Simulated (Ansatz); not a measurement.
A computed series for AlN: response to strain

The reference is AlN in the wurtzite structure (space group P6_3mc, No. 186).

AlN is modelled in the hexagonal space group P6₃mc (No. 186), the wurtzite structure, Pearson symbol hP4. Lattice parameters: a = b = 3.130 Å, c = 5.018 Å, α = β = 90.00°, γ = 120.00°. Al on 2b sees 4 N at 1.902–1.915 Å (tetrahedral). N on 2b has 4 Al at 1.902–1.915 Å (tetrahedral). (Neighbours: up to the widest gap in distance over summed covalent radii, below 1.35, at either atom; cation-cation and far metal-metal contacts left out.)

Strains are applied to the cell and any free atomic positions relax.

Calculations: PBE (Ansatz, a program for electronic structure), no SOC.

Notes on the quantities. energy relative to the base: free energy F.

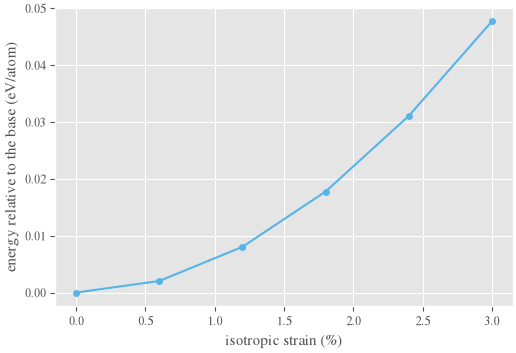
*Energy relative to the base against isotropic strain*

```tsv
isotropic strain (%)	energy relative to the base
0.6	+2.0 meV/atom
1.2	+8.0 meV/atom
1.8	+18 meV/atom
2.4	+31 meV/atom
3	+48 meV/atom
```

Stability against distortions was not tested.
